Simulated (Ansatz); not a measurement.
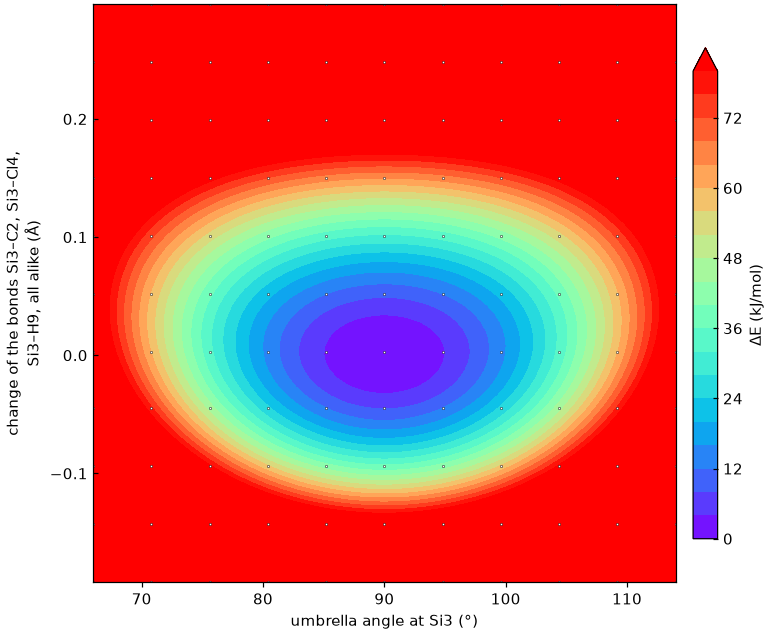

CH5ClSi2, SMILES [SiH3]C=[SiH]Cl. Coordinates scanned: (1) umbrella angle at Si3 (between each of its bonds and their common axis; 90 is planar); (2) change of the bonds Si3–C2, Si3–Cl4, Si3–H9, all alike. Nothing is relaxed (all other coordinates rigid). The grid has 11 × 11 points. Points are written as (first, second). Energies are in kJ/mol, from the relaxed molecule at the same level. These are results of RKS B3LYP-D4/def2-SVP (Ansatz 0.2.0), not measurements.

Drawn: filled contours, dots at the grid points, one colour for all values above the top of the scale. Between grid points the surface is interpolated.

Question: Where is the minimum, and how stiff is the well along each coordinate?

Answer: The interpolated minimum is at the first coordinate ≈ 90.0°, the second coordinate ≈ 0.000 Å. The curvatures there are about 11 eV/rad² and 74 eV/Å², with a cross term of about 0 eV/(rad·Å). Round the minimum the two coordinates are nearly uncoupled. (1 eV is 96.5 kJ/mol.)
